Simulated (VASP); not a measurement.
Band structure of WS2 (space group P6_3/mmc). Computed with PBE GGA, VASP's PBE PAW potentials (set 64) (plane waves; VASP 6.6.1).

The path is coarsely sampled, so an indirect gap can come out somewhat too large. Unless said otherwise, spin-orbit coupling is left out, though it shifts the bands of the heavy elements here.

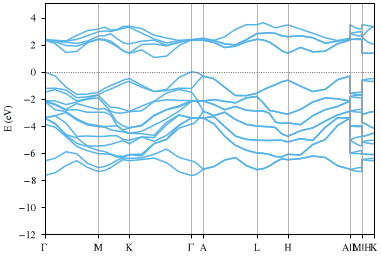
Figure. Bands along high-symmetry lines, zero at the valence-band maximum or, without a gap, the Fermi level

**Question.** Read the plot: is there a gap, and where are the band edges?

**Answer.** The gap is indirect, 1.06 eV, from the valence maximum at Γ to the conduction minimum at K-Γ at 0.40.

The structure is a typed WS2 crystal (P6_3/mmc). The cell was not relaxed at this level.
